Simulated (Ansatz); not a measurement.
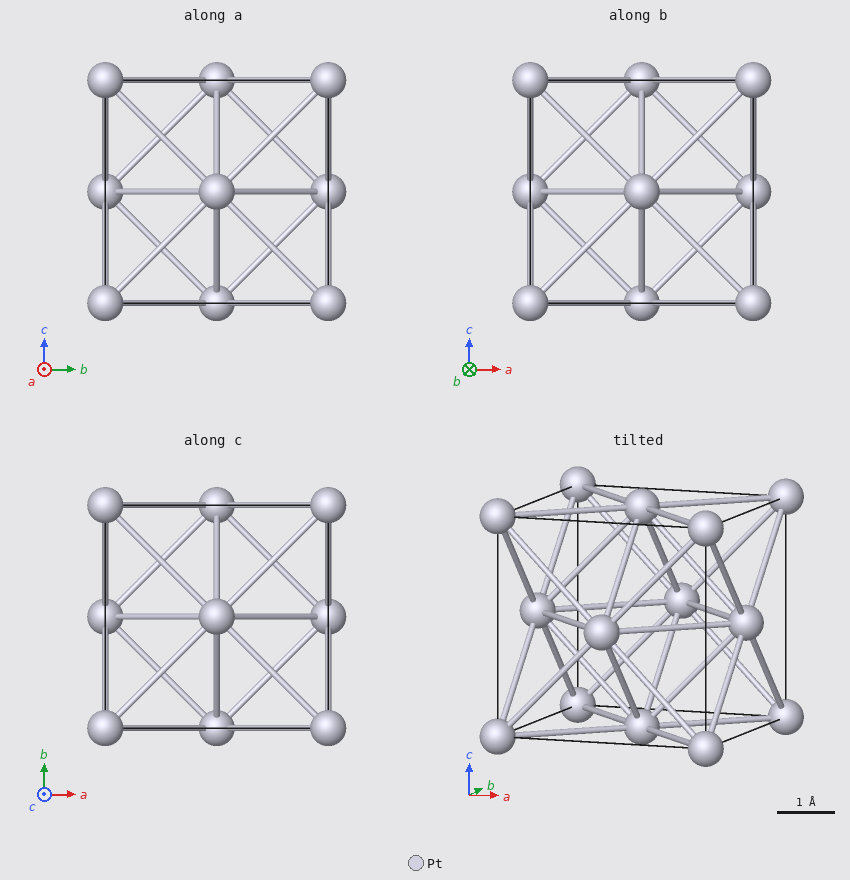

Ball-and-stick drawing of the structure, looking along the a axis, along the b axis, along the c axis and slightly off an axis. Lines trace the edges of the conventional unit cell.

Lattice parameters: a = 3.9701 Å, b = 3.9701 Å, c = 3.9701 Å, α = 90.000°, β = 90.000°, γ = 90.000°.

Question: Convert the drawing into a CIF in P1 with every atom of the cell.

Answer:
```cif
data_structure
_symmetry_space_group_name_H-M 'P 1'
_symmetry_Int_Tables_number 1
_cell_length_a 3.9701
_cell_length_b 3.9701
_cell_length_c 3.9701
_cell_angle_alpha 90.000
_cell_angle_beta 90.000
_cell_angle_gamma 90.000
_cell_volume 62.58
loop_
_atom_site_label
_atom_site_type_symbol
_atom_site_fract_x
_atom_site_fract_y
_atom_site_fract_z
_atom_site_occupancy
Pt1 Pt 0.0000 0.0000 0.0000 1
Pt2 Pt 0.0000 0.5000 0.5000 1
Pt3 Pt 0.5000 0.0000 0.5000 1
Pt4 Pt 0.5000 0.5000 0.0000 1
```

Origin of the cell: the standard structure of this element. Earlier steps of the study may have refined or changed the cell and positions. Ansatz was used for an electronic-structure calculation on it.
